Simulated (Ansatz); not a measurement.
# GeNH2 (quartet): inputs that go wrong at a displaced geometry (v2)

3 inputs are run for GeNH2 (quartet) as typed; the log has to tell whether the result can be used and what must change.

The runs use Ansatz 0.2.0, Gaussian basis; the settings change from run to run.

21 further runs of the same task are left out: 1 for a known fault of the program, 7 that didn't finish, 13 set aside as unsound or not needed.

### Step 1. The system

The geometry is a PBE0/def2-TZVP stationary point (not a proven minimum) with its atoms shifted at random (size 0.100 Å). No spin-orbit coupling is included. The filled d shell of Ge may be among the frozen orbitals whatever the setting's name suggests; the logs give the count.

4 atoms, charge 0, spin multiplicity 4.

Atoms are counted from 1 here; the program's logs count them from 0.

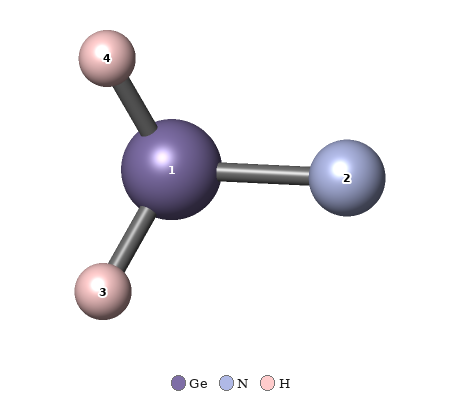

The structure; germanium purple, nitrogen light blue, hydrogen pink; atoms are numbered from 1 in the order of the file.

### Step 2. Input 1

File in.yaml:

```yaml
crystal:
  periodic: [false, false, false]
  atoms:
    - {symbol: Ge, position_ang: [-0.007463, -0.000148, 0.293731]}
    - {symbol: N, position_ang: [-0.065330, 0.008226, -1.636370]}
    - {symbol: H, position_ang: [0.681276, -1.282438, 0.776420]}
    - {symbol: H, position_ang: [0.764383, 1.178773, 0.794636]}
basis:
  gaussian: {orbitals: cc-pVDZ}
magnetization: {spin_polarized: false, initial_magnetization: 3}
correlation: {method: sc_nevpt2, electrons: valence, active_space: {window: {electrons: 5, orbitals: 5}, states: [{multiplicity: 4, weights: [1, 1, 1, 1, 1, 1, 1, 1, 1, 1, 1, 1, 1, 1, 1, 1, 1, 1, 1, 1, 1, 1, 1, 1, 1, 1, 1, 1, 1, 1]}]}}
```

Launch:

```bash
> ansatz run in.yaml --threads 1 --pin off --events-out ev --progress --plain --max-ram 2393MiB
```

Standard output:

```text
Functional definition: HF
  name "HF"
  cite "Fock, Z. Phys. 61, 126 (1930) doi:10.1007/BF01340294"
  parent pbe
  exchange = exact_x
  correlation = 0
1000 factors; integrals over basis functions are off by at most 2.2e-7 eV
mean field evaluation 1: about -57981.6014 eV, gradient 1.1e1 eV
mean field evaluation 2: about -57981.6047 eV, gradient 1.1e1 eV
mean field evaluation 4: about -57982.9386 eV, gradient 2.2e0 eV
mean field evaluation 8: about -57982.9679 eV, gradient 1.3e-2 eV
mean field evaluation 16: about -57981.7982 eV, gradient 1.1e1 eV
mean field -57982.96793467 eV, -2130.8347693320 hartree, gradient 2.7e-6 eV, S^2 3.750000; 1 other end points of the search recorded, 0 dependent functions left out
reference -57982.96793467 eV, -2130.8347693320 hartree; 22, 19 occupied and 29, 32 virtual orbitals, 1000 factors
Error: 30 states are sought, and the space of determinants holds 24 states of this symmetry and spin
```

It took 4.2 s on 1 thread of Intel Xeon at 2.50GHz, shared host.

**Diagnosis.** The run stopped with an error. The list of states asked for (weights, spin or count) can't be met. To mend it, mend what the message names.

### Step 3. Input 2

File in.yaml:

```yaml
crystal:
  periodic: [false, false, false]
  atoms:
    - {symbol: Ge, position_ang: [-0.007463, -0.000148, 0.293731]}
    - {symbol: N, position_ang: [-0.065330, 0.008226, -1.636370]}
    - {symbol: H, position_ang: [0.681276, -1.282438, 0.776420]}
    - {symbol: H, position_ang: [0.764383, 1.178773, 0.794636]}
basis:
  gaussian: {orbitals: cc-pVDZ}
magnetization: {spin_polarized: false, initial_magnetization: 3}
correlation: {method: fic_mrcisd_q, electrons: all}
```

The command is unchanged.

Standard output:

```text
Error: this correlation method needs an active space: name one as the reference
```

Run time: 0.03 s. Hardware: 1 thread of Intel Xeon at 2.50GHz, shared host.

Diagnosis: The run was refused. This method needs an active space and has none. Cure: add an active_space block.

### Step 4. Input 3

File in.yaml:

```yaml
crystal:
  periodic: [false, false, false]
  atoms:
    - {symbol: Ge, position_ang: [0.234670, 0.058226, -1.636370]}
    - {symbol: N, position_ang: [-0.065330, 0.008226, -1.636370]}
    - {symbol: H, position_ang: [0.681276, -1.282438, 0.776420]}
    - {symbol: H, position_ang: [0.764383, 1.178773, 0.794636]}
basis:
  gaussian: {orbitals: STO-3G}
magnetization: {spin_polarized: true, initial_magnetization: 3}
correlation: {method: bccd, electrons: all}
```

Launched as before.

Standard output, cut to the lines that bear on the results:

```text
Functional definition: HF
  name "HF"
  cite "Fock, Z. Phys. 61, 126 (1930) doi:10.1007/BF01340294"
  parent pbe
[...]
279 factors; integrals over basis functions are off by at most 3.7e-5 eV
[...]
a density is far from that of the atoms, so the factors are made again for it
305 factors; integrals over basis functions are off by at most 1.6e-5 eV
[...]
mean field -55255.56646750 eV, -2030.6046141125 hartree, gradient 1.7e-6 eV, S^2 3.752111; 7 other end points of the search recorded, 0 dependent functions left out
determinant -55255.56646750 eV, -2030.6046141125 hartree, with singles and doubles -55256.46143740 eV, -2030.6375036497 hartree
determinant -55255.21310482 eV, -2030.5916282734 hartree, with singles and doubles -55256.10557239 eV, -2030.6244258519 hartree
determinant -55252.83569457 eV, -2030.5042600584 hartree, with singles and doubles -55254.35861256 eV, -2030.5602262623 hartree
determinant -55255.56646750 eV, -2030.6046141125 hartree, with singles and doubles -55256.46183736 eV, -2030.6375183481 hartree
determinant -55255.21310482 eV, -2030.5916282734 hartree, with singles and doubles -55256.10597154 eV, -2030.6244405204 hartree
reference -55255.56646750 eV, -2030.6046141125 hartree; 22, 19 occupied and 3, 6 virtual orbitals, 305 factors
second order -0.77570650 eV of doubles, -0.00000000 eV of singles
cycle   1  -0.89517249 eV  change    2.0e-4 eV  update   8.7e-4
[...]
cycle   4  -0.89498345 eV  change   -5.0e-6 eV  update   2.3e-5
Total energy: -55256.46145095 eV, -2030.6375041475 hartree
```

Wall time 16 s (1 thread of Intel Xeon at 2.50GHz, shared host).

What is wrong: The run converged, which proves nothing about the input. One atom lies on top of another. The shortest distance is 0.30 Å, against 1.50 Å in the geometry of step 1. Its energy belongs to another geometry. Fix: restore its position.

### Step 5. Summary

```
input                   level                ended                                                               cause    time
    1     NEVPT2(5,5)/cc-pVDZ  stopped by an error  the list of states asked for (weights, spin or count) can't be met   4.2 s
    2  'fic_mrcisd_q'/cc-pVDZ              refused                      this method needs an active space and has none  0.03 s
    3      BCCD on UHF/STO-3G            converged                                     one atom lies on top of another    16 s
```

1 stopped by an error, 1 refused, 1 converged. The input that converges on a wrong geometry or spin is the dangerous one: no error points at it, so geometry and ⟨S²⟩ have to be checked.
